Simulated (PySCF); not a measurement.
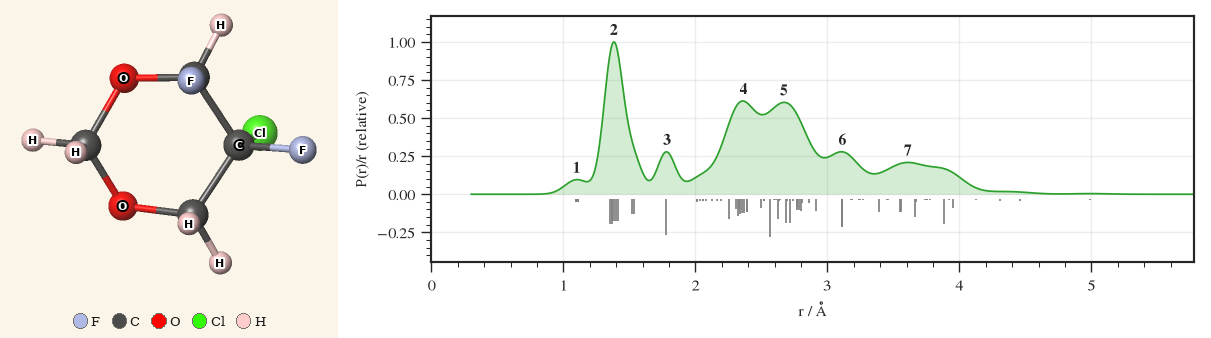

Simulated gas electron diffraction: radial distribution curve of C4H5ClF2O2. Each pair of atoms contributes with weight ZᵢZⱼ/r (bars below the curve); damping constant 0.001 Å²; vibrational amplitudes assumed, not computed: 0.05 Å for bonds, 0.078 Å for bonds to H, 0.06 + 0.015 r up to 0.15 Å for other pairs. The geometry is the end point of an optimisation (PBE0-D3(BJ)/def2-SVP geometry optimisation, gas phase in PySCF 2.14.0, density-fitted response routines); it may be a saddle point or a higher isomer.

Q: Which pairs of atoms lie under the numbered peaks? Mark bonded pairs by – and others by ···.

A: Peak 1, 1.10 Å: C–H 1.10–1.11 Å (×5)
Peak 2, 1.38 Å: F–C 1.35–1.37 Å (×2), O–C 1.37–1.41 Å (×4), C–C 1.52 Å, not resolved; in its flanks C–C 1.54 Å
Peak 3, 1.78 Å: Cl–C 1.78 Å
Peak 4, 2.36 Å: F···O 2.25 Å, C···C 2.30–2.49 Å (×3), O···O 2.32 Å, F···C 2.34–2.37 Å (×3), O···C 2.39 Å (×2), not resolved; in its flanks O···H 2.01–2.08 Å
Peak 5, 2.67 Å: Cl···F 2.56 Å, F···F 2.62 Å, Cl···C 2.69–2.72 Å (×2), O···C 2.77–2.78 Å (×2), F···C 2.80–2.91 Å (×2), not resolved
Peak 6, 3.11 Å: Cl···O 3.11 Å (×2), C···H 3.19–3.27 Å (×5), not resolved
Peak 7, 3.61 Å: F···O 3.39–3.56 Å (×3), Cl···C 3.66 Å, Cl···F 3.88 Å, not resolved; in its flanks F···C 3.95 Å
